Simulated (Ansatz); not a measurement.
# SiO2, pressure series

Base system: SiO2 in the rutile structure (space group P4_2/mnm, No. 136).

```yaml
crystal:
  lattice:
    - [4.23608, 0.00000, 0.00000]
    - [0.00000, 4.23608, 0.00000]
    - [0.00000, 0.00000, 2.69045]
  atoms:
    - { symbol: Si, position: [0.00000, 0.00000, 0.00000] }
    - { symbol: Si, position: [0.50000, 0.50000, 0.50000] }
    - { symbol: O, position: [0.30698, 0.30698, 0.00000] }
    - { symbol: O, position: [0.80698, 0.19302, 0.50000] }
    - { symbol: O, position: [0.19302, 0.80698, 0.50000] }
    - { symbol: O, position: [0.69302, 0.69302, 0.00000] }
```

Cell and atoms are relaxed at each pressure.

Computed with PBE, PAW, 420 eV (Ansatz, an electronic-structure program; spin-orbit coupling left out).

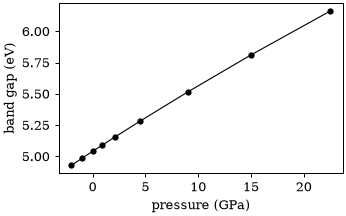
Band gap against pressure

Q: From the plot, what is the band gap for pressure 15 GPa?

A: About 5.8 eV.

Q: Is the trend monotonic over the range shown?

A: Yes, it rises throughout, spanning 4.93 eV to 6.16 eV.

Load acts through the strain it causes; cell and atoms are relaxed under it. Whether these cells are dynamically stable was not tested. No other phases were tried under pressure.
